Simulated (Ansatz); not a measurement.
Predicting a hybrid from its neighbours: C2F4 (tetrafluoroethylene)

The species is C2F4 (6 atoms), meant as a singlet with charge 0. As SMILES, `FC(F)=C(F)F`. The coordinates come from a PBE0-D4/def2-TZVP relaxation.

The HOMO–LUMO gap y, in eV, basis 6-31G(d); a is the functional's share of exact exchange. Programs: Ansatz 0.2.0.

| functional | program | a | y (eV) |
| --- | --- | --- | --- |
| r2SCAN | Ansatz | 0 | 6.35 |
| PBE | Ansatz | 0 | 5.82 |
| B3LYP | Ansatz | 0.2 | 7.81 |
| r2SCAN0 | Ansatz | 0.25 | 8.70 |
| PBE0 | Ansatz | 0.25 | ? |
| BHLYP | Ansatz | 0.5 | 10.91 |

Question: Fit y = c + s·a to the known rows and predict PBE0.

Answer: 
1. Means of the 5 rows: a = 0.1900, y = 7.918.
2. Σ(Δa)² = 0.172, Σ(Δa·Δy) = 1.6699, so the slope is 1.6699/0.172 = 9.7087.
3. Intercept: 7.918 − (9.7087) × 0.1900 = 6.073. The largest residual of the fit is 0.28.
4. PBE0: 6.073 + (9.7087) × 0.25 = 8.50 eV.

The run gave 8.36 eV, so the prediction is off by +0.14 eV, within the scatter of the fit. Exact exchange lowers occupied levels and raises empty ones. The rows mix families of semi-local functionals, which the line can't see.

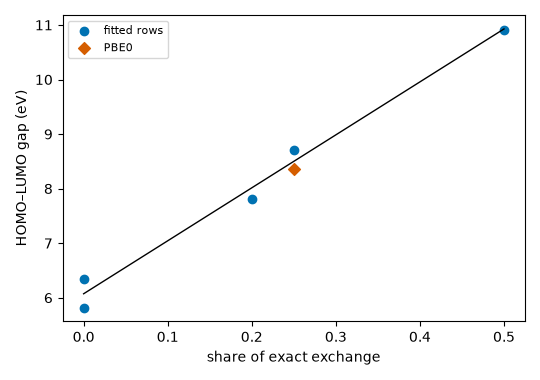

The fitted line, with the withheld row.
